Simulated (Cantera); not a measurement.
Feed: 1 mol Cu, 1.1 mol CO, 3.1 mol H2, equilibrated at 350000 Pa.

Cantera equilibrium calculation (NASA polynomials, part measured and part estimated; ideal gas, pure solids and liquids). Candidate condensed phases: C, C6H6, C7H8, C8H18, Cu, CuO, Cu(OH)2, Cu2O, H2O; 113 gas species. Kinetics and transport are ignored.

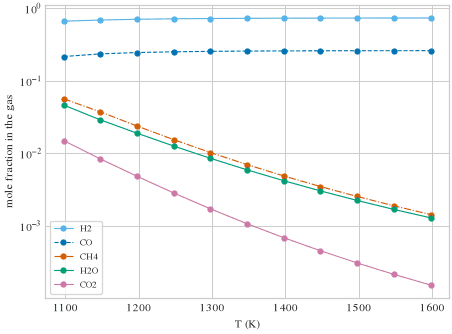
Figure. Equilibrium gas composition (values under 1e-9 drawn at 1e-9)

At 1098 K the condensed part is C(graphite) + Cu(s). From 1148 K to 1348 K the condensed part is Cu(s). From 1398 K to 1598 K the condensed part is Cu(l).
